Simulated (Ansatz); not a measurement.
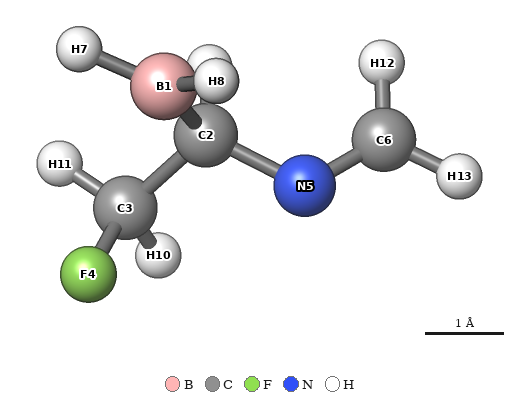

The input geometry of the first run (ball-and-stick view, seen at a tilt; atoms are numbered from 1 in the order of the input). Bond lengths as drawn: B–C 1.57 Å, B–H 1.19 to 1.20 Å, C–C 1.52 Å, C–F 1.39 Å, C–H 1.09 to 1.12 Å and C–N 1.26 to 1.44 Å.

## What a change does: single-point calculation on C3H7BFN

System: C3H7BFN, SMILES BC(CF)N=C.
Method of the first run: RKS SPW92 (LDA)/def2-TZVPP (Ansatz 0.2.0).

The geometry comes from this level: PBE0-D4/def2-TZVP. Text and figures count atoms from 1; the logs count them from 0 in places.

Input, the first run:
```yaml
crystal:
  periodic: [false, false, false]
  atoms:
    - {symbol: B, position_ang: [-1.643527, 0.064795, 0.087902]}
    - {symbol: C, position_ang: [-0.098350, -0.184772, -0.004187]}
    - {symbol: C, position_ang: [0.386254, -0.891048, 1.247675]}
    - {symbol: F, position_ang: [-0.099496, -0.252285, 2.377952]}
    - {symbol: N, position_ang: [0.686187, 0.992443, -0.272359]}
    - {symbol: C, position_ang: [1.124188, 1.174592, -1.436470]}
    - {symbol: H, position_ang: [-2.338808, -0.859405, 0.392117]}
    - {symbol: H, position_ang: [-2.127985, 1.115194, -0.202636]}
    - {symbol: H, position_ang: [-0.020357, -0.929740, -0.830284]}
    - {symbol: H, position_ang: [1.477363, -0.883531, 1.310749]}
    - {symbol: H, position_ang: [0.018955, -1.920767, 1.264602]}
    - {symbol: H, position_ang: [0.950219, 0.471172, -2.264568]}
    - {symbol: H, position_ang: [1.705956, 2.068750, -1.655794]}
basis:
  gaussian: {orbitals: def2-TZVPP}
hamiltonian: {xc: lda}
output: {orbitals: {seedname: orbitals}}
```

Hardware: 4 threads of Arm Neoverse V2, 23 GiB of memory available, shared host.

Output (the first run):
```
Functional definition: SPW92
  exchange = slater_x
  correlation = pw_c
1433 factors; their error is unknown
mean field evaluation 1: about -8029.8675 eV, gradient 7.2e1 eV
mean field evaluation 2: about -7968.7130 eV, gradient 1.5e2 eV
mean field evaluation 4: about -8041.8392 eV, gradient 1.1e1 eV
mean field evaluation 8: about -8042.2350 eV, gradient 2.1e-1 eV
mean field evaluation 16: about -8042.1985 eV, gradient 1.3e-3 eV
mean field -8042.19852805 eV, -295.5453447078 hartree, gradient 6.5e-5 eV, S^2 0.000000; 0 other end points of the search recorded, 0 dependent functions left out
reference -8042.19857244 eV, -295.5453463394 hartree; 23, 23 occupied and 261, 261 virtual orbitals, 1433 factors
Total energy: -8042.19857244 eV, -295.5453463394 hartree
```

The second run used a changed input.

The two runs side by side:

| quantity | the first run | the second run |
| --- | --- | --- |
| outcome | converged | converged |
| total energy (hartree) | −295.545346 | −297.836715 |
| HOMO (eV) | −6.20 | −10.31 |
| LUMO (eV) | −3.01 | 0.80 |
| basis functions | 284 | 284 |
| wall time (shared host) | 1.9 s | 2.7 s |

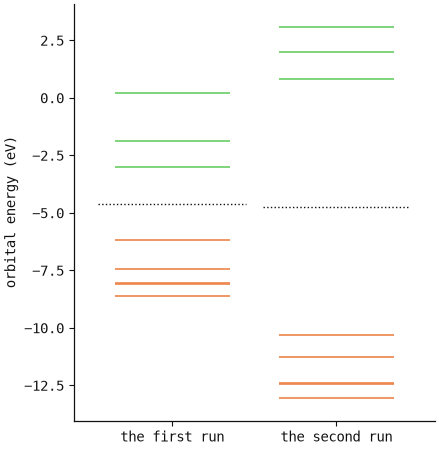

The five highest filled and three lowest empty orbital energies of the two runs; the dotted lines part filled from empty levels. The HOMO–LUMO gap is 3.19 eV in the first run and 11.12 eV in the second run.

What was changed in the input?

The change (lines with − go, lines with + come):
```diff
-hamiltonian: {xc: lda}
+hamiltonian: {xc: {name: LC-wPBE}}
```

The total energies belong to different methods, so their difference says nothing on which is more stable or more accurate. The HOMO goes from −6.20 to −10.31 eV. The LUMO goes from −3.01 to 0.80 eV.

Output (the second run):
```
Functional definition: LC-wPBE
  parameter omega = 0.4/bohr
  exchange = pbe_x_sr(omega) + exact_x_lr(omega)
  correlation = pbe_c
1433 factors; their error is unknown
464 factors; integrals over basis functions are off by at most 2.6e-5 eV
mean field evaluation 1: about -8100.5887 eV, gradient 4.4e1 eV
mean field evaluation 2: about -8101.6778 eV, gradient 4.0e1 eV
mean field evaluation 4: about -8104.5743 eV, gradient 2.2e0 eV
mean field evaluation 8: about -8104.5911 eV, gradient 6.4e-2 eV
mean field evaluation 16: about -8104.5499 eV, gradient 1.7e-4 eV
mean field -8104.54989491 eV, -297.8367151769 hartree, gradient 2.7e-5 eV, S^2 0.000000; 0 other end points of the search recorded, 0 dependent functions left out
reference -8104.54989492 eV, -297.8367151771 hartree; 23, 23 occupied and 261, 261 virtual orbitals, 1433 factors
Total energy: -8104.54989492 eV, -297.8367151771 hartree
```
